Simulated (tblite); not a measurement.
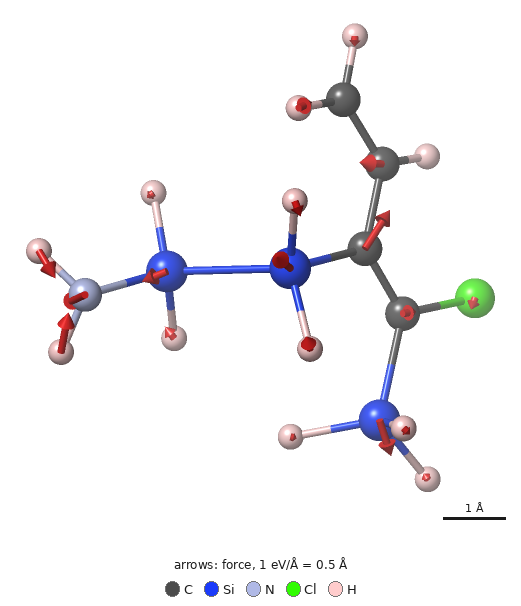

Starting geometry of C4H12ClNSi3 with the computed forces as red arrows. Style: ball-and-stick. Shown from a free direction.

The calculation used GFN2-xTB geometry optimisation, gas phase in tblite. 

What follows when this structure is relaxed?

Answer. It isn't relaxed: the largest force vector, on the N atom, is 1.77 eV/Å. The final displacements follow the starting forces only in part (cosine between the two patterns 0.32). The atom that moves furthest after the best rigid fit is an H atom (1.08 Å). By element the largest moves are H 1.08 Å, Cl 0.34 Å, C 0.29 Å, Si 0.24 Å, N 0.10 Å. Among the contacts that change: Si–Si 3.139 → 3.508 Å, Si–Si 2.238 → 2.310 Å, C–Si 1.837 → 1.896 Å, N–Si 1.776 → 1.724 Å. Bond angles that change, for instance: Si–N–H 106.0° → 119.5°, Si–N–H 108.0° → 119.2°, N–Si–H 112.2° → 102.8°. Groups turn about C–C by about 25°. After 139 geometry steps the energy has fallen by 17.7 kcal/mol.
